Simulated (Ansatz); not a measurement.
**Geometry relaxation of CH₄Cl₂Ga (part 2 of 2)**

CH₄Cl₂Ga, multiplicity 2; UKS PBE0-D4/def2-SVP (Ansatz 0.2.0). The run did not end well. The input holds or restrains some coordinates. Forces given for the steps count only the free coordinates. It belongs to a series of runs on one base structure; here: pulled along the bonds that form and break, towards end A.

Geometry of the input (Å):
```
Ga 0.0000  0.0000  0.0000
H  0.0000  0.0000  1.8200
C  1.7147  0.0000  -0.9900
H  2.0443  -1.0462  -1.1602
H  1.5782  0.5080  -1.9674
H  2.4842  0.5381  -0.3982
Cl -1.9398  0.0000  -1.1200
Cl 0.0000  0.0000  3.4900
```

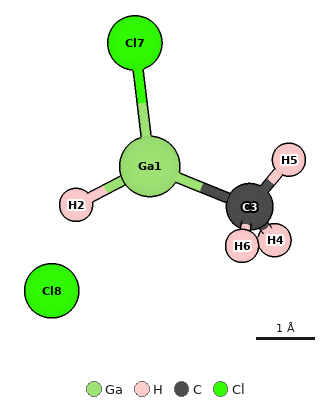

*The geometry at step 13 of the log (ball-and-stick view, seen at a tilt; atoms are numbered from 1 in the order of the input).*

**Trajectory as extended XYZ (Å, eV, eV/Å), 25 frames, from step=1 to step=25**
```
8
Properties=species:S:1:pos:R:3:forces:R:3 step=1 energy=-78494.23416
Ga    0.0000    0.0000    0.0000   -0.6305  -0.0246  -0.2800
H     0.0000    0.0000    1.8200   -0.1850  -0.0022   1.0408
C     1.7147    0.0000   -0.9900    0.1966   0.1650  -0.1053
H     2.0443   -1.0462   -1.1602   -0.1273   0.2821   0.0860
H     1.5782    0.5080   -1.9674   -0.0243  -0.1903   0.2879
H     2.4842    0.5381   -0.3982   -0.2382  -0.2290  -0.1562
Cl   -1.9398    0.0000   -1.1200    0.9720  -0.0011   0.6510
Cl    0.0000    0.0000    3.4900    0.0368   0.0000  -1.5242
8
Properties=species:S:1:pos:R:3:forces:R:3 step=2 energy=-78493.95206
Ga   -0.0048   -0.0003    0.0047   -0.2289  -0.0168  -0.6067
H    -0.0032    0.0000    1.6250   -0.2574  -0.0052   0.5472
C     1.7141    0.0014   -0.9896   -0.1983   0.1218  -0.0106
H     2.0425   -1.0429   -1.1590   -0.0860   0.2184   0.0527
H     1.5775    0.5061   -1.9647    0.0216  -0.1573   0.1846
H     2.4820    0.5357   -0.3995   -0.1573  -0.1589  -0.0874
Cl   -1.9271    0.0000   -1.1110    0.8948  -0.0019   0.6329
Cl    0.0006    0.0000    3.6682    0.0115  -0.0001  -0.7127
8
Properties=species:S:1:pos:R:3:forces:R:3 step=3 energy=-78493.76814
Ga   -0.0051   -0.0006   -0.0464    0.0717  -0.0110  -0.9831
H    -0.0154   -0.0003    1.4736   -0.2951  -0.0085   1.3721
C     1.7131    0.0034   -0.9947   -0.2002   0.0709  -0.1280
H     2.0410   -1.0388   -1.1590   -0.0253   0.1310  -0.0097
H     1.5803    0.5037   -1.9658    0.1324  -0.0837  -0.0330
H     2.4777    0.5327   -0.4007   -0.1222  -0.0952  -0.0413
Cl   -1.9120   -0.0001   -1.1006    0.4362  -0.0033   0.2517
Cl    0.0019    0.0000    3.8678    0.0024  -0.0002  -0.4287
8
Properties=species:S:1:pos:R:3:forces:R:3 step=4 energy=-78493.78164
Ga    0.0589    0.0027    0.0179    0.0896  -0.0013  -0.4214
H    -0.1305   -0.0040    1.5619   -0.0941  -0.0070   0.5778
C     1.6916    0.0088   -1.0440    0.1977   0.0789   0.2056
H     2.0086   -1.0316   -1.2205    0.0148   0.0131  -0.0008
H     1.5273    0.4988   -2.0141   -0.0561  -0.0197   0.0269
H     2.4890    0.5291   -0.4910    0.0549  -0.0598  -0.0930
Cl   -1.7284   -0.0029   -1.1796   -0.2062  -0.0040   0.0646
Cl   -0.0349   -0.0009    4.0436   -0.0007  -0.0002  -0.3597
8
Properties=species:S:1:pos:R:3:forces:R:3 step=5 energy=-78493.77146
Ga    0.0319    0.0114   -0.0334    0.0437  -0.0556   0.2302
H    -0.3079   -0.0724    1.5000    0.1009   0.0316   0.3972
C     1.7230    0.0236   -0.9949    0.0854   0.0041  -0.1457
H     2.0215   -1.0213   -1.1815   -0.0467  -0.0069  -0.0153
H     1.5387    0.5032   -1.9668    0.0979  -0.0055  -0.0535
H     2.5640    0.5215   -0.4875   -0.1882   0.0219   0.0876
Cl   -1.7919    0.0022   -1.1749   -0.0591   0.0198  -0.1366
Cl    0.1022    0.0317    4.0131   -0.0339  -0.0093  -0.3640
8
Properties=species:S:1:pos:R:3:forces:R:3 step=6 energy=-78493.78648
Ga   -0.0280   -0.0176   -0.0603    0.0532   0.0150  -0.0874
H    -0.3396   -0.0881    1.4787    0.0167   0.0005   0.3542
C     1.6983    0.0141   -0.9735   -0.1937  -0.0060   0.0741
H     2.0240   -1.0261   -1.1287    0.0655   0.0032   0.0069
H     1.5928    0.5008   -1.9528    0.0364   0.0108   0.0051
H     2.4399    0.5376   -0.3565    0.1011  -0.0072  -0.0295
Cl   -1.7997    0.0312   -1.2924   -0.0182  -0.0030   0.0249
Cl    0.2940    0.0479    3.9596   -0.0609  -0.0133  -0.3484
8
Properties=species:S:1:pos:R:3:forces:R:3 step=7 energy=-78493.79950
Ga   -0.0509   -0.0274   -0.0650   -0.1773  -0.0512  -0.0737
H    -0.4532   -0.2055    1.4438    0.1267   0.0340   0.3903
C     1.6847    0.0178   -0.9354    0.2304   0.0762   0.0286
H     2.0378   -1.0175   -1.0780   -0.0343   0.0249   0.0035
H     1.6325    0.5078   -1.9199   -0.0517  -0.0358   0.0738
H     2.4218    0.5376   -0.3013   -0.0476  -0.0389  -0.0591
Cl   -1.8241    0.0763   -1.3004    0.0479   0.0224  -0.0021
Cl    0.4329    0.1108    3.8303   -0.0941  -0.0317  -0.3613
8
Properties=species:S:1:pos:R:3:forces:R:3 step=8 energy=-78493.82288
Ga   -0.0814   -0.0798   -0.0638   -0.0168   0.0310  -0.0442
H    -0.4964   -0.3799    1.4229    0.0978   0.0283   0.3880
C     1.6786    0.0170   -0.8902    0.0407  -0.0360  -0.0613
H     2.0548   -1.0092   -1.0386   -0.0095   0.0265   0.0197
H     1.6135    0.5068   -1.8726   -0.0047   0.0021   0.0354
H     2.3958    0.5516   -0.2510   -0.0144   0.0049   0.0216
Cl   -1.8178    0.1804   -1.3243    0.0299   0.0080   0.0140
Cl    0.5345    0.2132    3.6917   -0.1230  -0.0648  -0.3733
8
Properties=species:S:1:pos:R:3:forces:R:3 step=9 energy=-78493.83565
Ga   -0.1013   -0.1189   -0.0526   -0.0377   0.0216   0.0265
H    -0.5422   -0.5606    1.4043    0.1284   0.0953   0.2173
C     1.6724    0.0166   -0.8517   -0.0612  -0.1063  -0.0873
H     2.0661   -1.0021   -1.0069   -0.0015   0.0348   0.0378
H     1.5993    0.5100   -1.8307    0.0153   0.0337   0.0120
H     2.3736    0.5599   -0.2053    0.0128   0.0303   0.0645
Cl   -1.8052    0.2769   -1.3336    0.0913  -0.0115   0.1057
Cl    0.6189    0.3180    3.5506   -0.1475  -0.0980  -0.3765
8
Properties=species:S:1:pos:R:3:forces:R:3 step=10 energy=-78493.85428
Ga   -0.1046   -0.1282   -0.0467    0.0077   0.0359  -0.0320
H    -0.5524   -0.6056    1.3912    0.1169   0.0804   0.3077
C     1.6718    0.0148   -0.8381   -0.0723  -0.0622  -0.0436
H     2.0716   -1.0010   -0.9916    0.0079   0.0211   0.0239
H     1.6011    0.5143   -1.8139    0.0243   0.0237   0.0042
H     2.3630    0.5607   -0.1819    0.0051   0.0158   0.0446
Cl   -1.8081    0.2995   -1.3152    0.0731  -0.0028   0.0888
Cl    0.6391    0.3454    3.4705   -0.1625  -0.1119  -0.3937
8
Properties=species:S:1:pos:R:3:forces:R:3 step=11 energy=-78493.89123
Ga   -0.1030   -0.1580   -0.0337    0.0077   0.1034  -0.0302
H    -0.6035   -0.7034    1.3591    0.1765   0.0467   0.3977
C     1.6737    0.0115   -0.8129   -0.0183  -0.0322   0.0309
H     2.0983   -0.9955   -0.9523    0.0198   0.0187   0.0027
H     1.6124    0.5133   -1.7885    0.0058   0.0014   0.0176
H     2.3381    0.5737   -0.1397   -0.0193  -0.0147   0.0017
Cl   -1.8157    0.3573   -1.2505    0.0288   0.0216   0.0143
Cl    0.6813    0.4011    3.2928   -0.2008  -0.1450  -0.4347
8
Properties=species:S:1:pos:R:3:forces:R:3 step=12 energy=-78493.94137
Ga   -0.1051   -0.1536   -0.0003    0.0469   0.0070  -0.0595
H    -0.6226   -0.8321    1.3316    0.1787   0.0976   0.4225
C     1.6681    0.0096   -0.7829    0.0550   0.0530   0.1005
H     2.1075   -0.9925   -0.9082   -0.0058   0.0111   0.0038
H     1.6098    0.5068   -1.7610   -0.0003  -0.0060   0.0182
H     2.3188    0.5854   -0.1057   -0.0173  -0.0332  -0.0417
Cl   -1.8068    0.4173   -1.2070    0.0012   0.0594   0.0544
Cl    0.7119    0.4591    3.1077   -0.2583  -0.1889  -0.4983
8
Properties=species:S:1:pos:R:3:forces:R:3 step=13 energy=-78494.01275
Ga   -0.0972   -0.1596    0.0297    0.0820   0.0784  -0.0355
H    -0.6417   -0.9325    1.3020    0.1839   0.0785   0.4878
C     1.6699    0.0058   -0.7585    0.1375   0.0947   0.1341
H     2.1258   -0.9901   -0.8712   -0.0151   0.0108  -0.0122
H     1.6118    0.4999   -1.7384   -0.0071  -0.0257   0.0192
H     2.3074    0.5962   -0.0785   -0.0451  -0.0611  -0.0831
Cl   -1.8088    0.4728   -1.1339    0.0049   0.0734   0.0788
Cl    0.7144    0.5075    2.9230   -0.3410  -0.2490  -0.5893
8
Properties=species:S:1:pos:R:3:forces:R:3 step=14 energy=-78494.10352
Ga   -0.0828   -0.1846    0.0560    0.1126   0.3153   0.1437
H    -0.6600   -1.0489    1.2667    0.1989   0.0560   0.4616
C     1.6790    0.0004   -0.7361    0.1599   0.0099   0.0584
H     2.1519   -0.9880   -0.8431    0.0017   0.0196  -0.0329
H     1.6101    0.4882   -1.7183   -0.0040  -0.0341   0.0087
H     2.3072    0.6070   -0.0622   -0.0794  -0.0632  -0.0687
Cl   -1.8092    0.5496   -1.0317    0.0470   0.0377   0.1084
Cl    0.6853    0.5762    2.7428   -0.4367  -0.3412  -0.6792
8
Properties=species:S:1:pos:R:3:forces:R:3 step=15 energy=-78494.26325
Ga   -0.0586   -0.1830    0.0990    0.3417   0.7371   0.2029
H    -0.6601   -1.1267    1.2283    0.0808  -0.1544   0.6423
C     1.6895   -0.0041   -0.7187    0.2185  -0.0549  -0.0423
H     2.1697   -0.9893   -0.8167    0.0215   0.0201  -0.0656
H     1.6074    0.4726   -1.7060    0.0001  -0.0597   0.0069
H     2.3187    0.6174   -0.0593   -0.1146  -0.0729  -0.0671
Cl   -1.8063    0.6009   -0.9150    0.0009   0.0281   0.0938
Cl    0.6213    0.6120    2.5626   -0.5488  -0.4434  -0.7710
8
Properties=species:S:1:pos:R:3:forces:R:3 step=16 energy=-78494.44525
Ga   -0.0352   -0.1639    0.1575    0.4310   1.0815   0.2473
H    -0.6671   -1.2280    1.1856   -0.0131  -0.2727   0.5516
C     1.6963   -0.0065   -0.6960    0.3412  -0.1622  -0.2061
H     2.1768   -0.9914   -0.7915    0.0391   0.0295  -0.1044
H     1.6001    0.4641   -1.6855    0.0016  -0.0921   0.0033
H     2.3322    0.6226   -0.0495   -0.1591  -0.0933  -0.0755
Cl   -1.7984    0.6448   -0.8205   -0.0144  -0.0420   0.1356
Cl    0.5769    0.6582    2.3741   -0.6264  -0.4487  -0.5519
8
Properties=species:S:1:pos:R:3:forces:R:3 step=17 energy=-78494.60050
Ga    0.0168   -0.0946    0.2523    0.2227   0.9043  -0.8547
H    -0.6528   -1.3124    1.1118   -0.1749  -0.5335   0.3409
C     1.7142   -0.0140   -0.6885    0.3944  -0.2513  -0.3175
H     2.1787   -1.0060   -0.7829    0.0278   0.0278  -0.1054
H     1.5896    0.4406   -1.6834   -0.0234  -0.1083   0.0344
H     2.3762    0.6203   -0.0737   -0.1501  -0.0884  -0.0627
Cl   -1.7896    0.6683   -0.6941   -0.0626  -0.1043   0.0838
Cl    0.4484    0.6976    2.2326   -0.2339   0.1538   0.8813
8
Properties=species:S:1:pos:R:3:forces:R:3 step=18 energy=-78494.70073
Ga    0.1100    0.0386    0.2756    0.1629   0.6211  -0.2694
H    -0.7086   -1.1875    0.9660   -0.4307  -0.8496   0.3953
C     1.7611   -0.0365   -0.7180    0.0776  -0.0222  -0.0900
H     2.2066   -1.0369   -0.8186   -0.1209   0.0251   0.0432
H     1.6044    0.4056   -1.7090    0.1162   0.0326  -0.0843
H     2.4191    0.5933   -0.1055    0.2528   0.0499  -0.1552
Cl   -1.8502    0.5301   -0.5669    0.0138   0.0516  -0.0455
Cl    0.3393    0.6933    2.3506   -0.0716   0.0916   0.2059
8
Properties=species:S:1:pos:R:3:forces:R:3 step=19 energy=-78494.73426
Ga    0.0949    0.0272    0.2952    0.1037   1.0105  -0.1194
H    -0.6038   -1.2674    0.9722   -0.3437  -0.7956   0.4320
C     1.7480   -0.0298   -0.7188    0.2245  -0.0368  -0.0152
H     2.1544   -1.0470   -0.8151   -0.0531   0.0203   0.0199
H     1.5943    0.3984   -1.7177   -0.0157   0.0099  -0.0348
H     2.4611    0.5867   -0.1494    0.0404  -0.0342  -0.0928
Cl   -1.8242    0.6026   -0.5945    0.1208  -0.0379   0.0331
Cl    0.2569    0.7292    2.4024   -0.0769  -0.1362  -0.2228
8
Properties=species:S:1:pos:R:3:forces:R:3 step=20 energy=-78494.75768
Ga    0.0428    0.0917    0.3170    0.4884   0.9174  -0.5474
H    -0.4109   -1.3159    0.9510   -0.2316  -0.9679   0.4228
C     1.7361   -0.0353   -0.7094   -0.2801   0.0390  -0.0233
H     2.0982   -1.0670   -0.7713   -0.0116  -0.0986   0.0119
H     1.5631    0.3628   -1.7191   -0.0282  -0.0274  -0.0042
H     2.4731    0.5802   -0.1835    0.1134   0.0823   0.1011
Cl   -1.8145    0.6773   -0.6351    0.0164   0.0388   0.0200
Cl    0.1937    0.7061    2.4248   -0.0665   0.0164   0.0192
8
Properties=species:S:1:pos:R:3:forces:R:3 step=21 energy=-78494.76160
Ga    0.0451    0.0908    0.3128    0.3761   0.9621  -0.4947
H    -0.3678   -1.3277    0.9431   -0.2182  -0.9891   0.4244
C     1.7335   -0.0379   -0.7103   -0.1702   0.0034  -0.0455
H     2.0914   -1.0720   -0.7634   -0.0012  -0.0810   0.0072
H     1.5600    0.3508   -1.7232   -0.0310  -0.0136  -0.0092
H     2.4733    0.5792   -0.1883    0.0857   0.0707   0.0843
Cl   -1.8094    0.7058   -0.6142   -0.0260   0.0321  -0.0474
Cl    0.1555    0.7110    2.4177   -0.0152   0.0154   0.0810
8
Properties=species:S:1:pos:R:3:forces:R:3 step=22 energy=-78494.76882
Ga    0.0318    0.1136    0.3136    0.0713   0.9991  -0.3223
H    -0.2328   -1.3447    0.9240   -0.1551  -1.0106   0.3783
C     1.7190   -0.0445   -0.7076   -0.0365   0.0011  -0.0343
H     2.0515   -1.0876   -0.7372    0.0281  -0.0574  -0.0203
H     1.5319    0.3282   -1.7234   -0.0009   0.0007  -0.0214
H     2.4661    0.5711   -0.1897    0.0277   0.0392   0.0303
Cl   -1.7998    0.7607   -0.6390    0.0648  -0.0004   0.0005
Cl    0.1139    0.7030    2.4336    0.0007   0.0282  -0.0109
8
Properties=species:S:1:pos:R:3:forces:R:3 step=23 energy=-78494.76904
Ga    0.0136    0.0958    0.3336   -0.0951   0.9767  -0.3195
H    -0.1299   -1.3732    0.9471   -0.0969  -0.9805   0.2693
C     1.6995   -0.0612   -0.7089    0.1078   0.0158  -0.0584
H     2.0527   -1.0971   -0.7468    0.0056  -0.0389  -0.0078
H     1.4856    0.3194   -1.7167   -0.0320  -0.0162  -0.0113
H     2.4328    0.5729   -0.1910    0.0031   0.0091   0.0358
Cl   -1.7465    0.8372   -0.6845    0.0884  -0.0561   0.0472
Cl    0.0739    0.7061    2.4414    0.0191   0.0901   0.0446
8
Properties=species:S:1:pos:R:3:forces:R:3 step=24 energy=-78494.76814
Ga    0.0018    0.1101    0.3404   -0.0351   0.9081  -0.2932
H    -0.0886   -1.3719    0.9202   -0.0738  -1.0264   0.2088
C     1.6980   -0.0669   -0.7061    0.0744   0.0092  -0.0345
H     2.0535   -1.1031   -0.7224   -0.0026  -0.0042  -0.0009
H     1.4672    0.2906   -1.7184   -0.0161  -0.0072  -0.0143
H     2.4252    0.5846   -0.1995   -0.0239  -0.0047   0.0191
Cl   -1.7402    0.8643   -0.6883    0.0554  -0.0299   0.0204
Cl    0.0646    0.6924    2.4484    0.0217   0.1551   0.0946
8
Properties=species:S:1:pos:R:3:forces:R:3 step=25 energy=-78494.78595 accepted=F
Ga   -0.0168    0.1185    0.3525    0.1251   0.5792  -0.2043
H    -0.0381   -1.3954    0.9025   -0.0408  -0.8326   0.0346
C     1.6914   -0.0731   -0.7051    0.0024  -0.0181  -0.0371
H     2.0569   -1.1059   -0.6953    0.0069   0.0238  -0.0022
H     1.4403    0.2585   -1.7226   -0.0007  -0.0131   0.0346
H     2.4004    0.6040   -0.2064   -0.0199  -0.0052   0.0100
Cl   -1.7098    0.9107   -0.7020   -0.0925   0.0246  -0.0568
Cl    0.0574    0.6826    2.4506    0.0194   0.2413   0.2211
```

**What the run reported**

- outcome: not converged
- hardware: 4 threads of Arm Neoverse V1, 24 GiB of memory available, shared host
- wall time: 90 s (CPU time 5.6 min)
- peak memory: 0.37 GiB

**Diagnosis**

The run did not converge: “geometry relaxation did not converge after 25 steps: max|allowed force component| = 1.03e0 eV/Å without the restraints, 2.86e-1 eV/Å with the forces of `relax.restrain` added, the figure compared with `relax.f_tol` (threshold 1.5e-1). Raise `relax.max_steps` over both its present limit and 25, loosen `relax.f_tol`, or start from a geometry closer to equilibrium …” Its last values are not results.
